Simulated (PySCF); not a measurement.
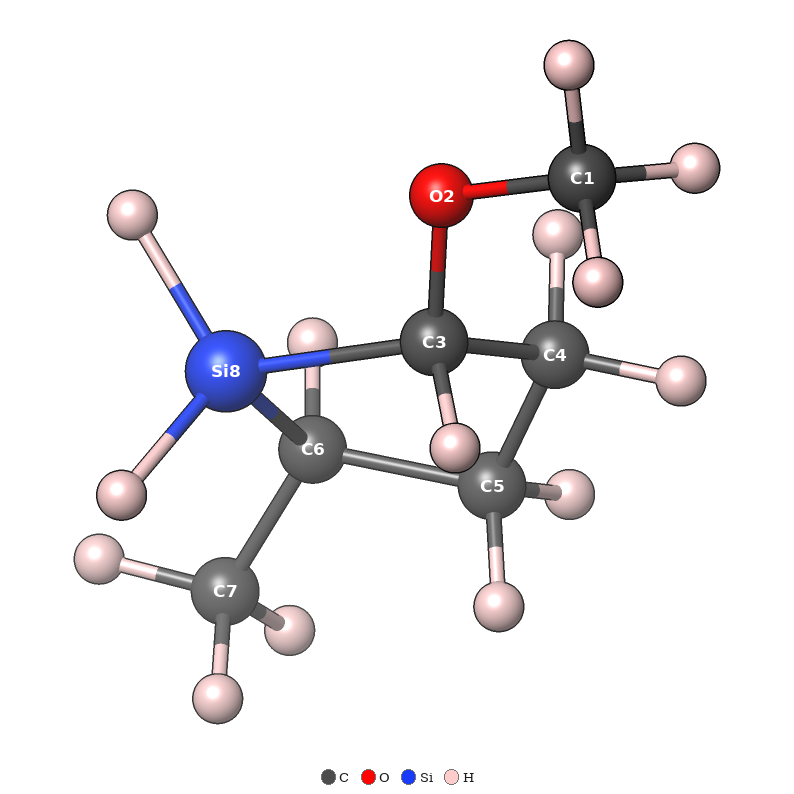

Depth is shown by fading: the farther an atom, the more it takes the colour of the background. Computed geometry: PBE0-D3(BJ)/def2-SVP optimisation. No frequency run is at hand to confirm it as a minimum.

Q: How is the 5-membered ring C3–C4–C5–C6–Si8 puckered?

A: It is a twist (half-chair). The Cremer–Pople amplitude Q is 0.44 Å.

Q: Give the torsion angles round the ring, beginning with the bond from its second to its third atom.

A: 52°, −38°, 13°, 13°, −37°.
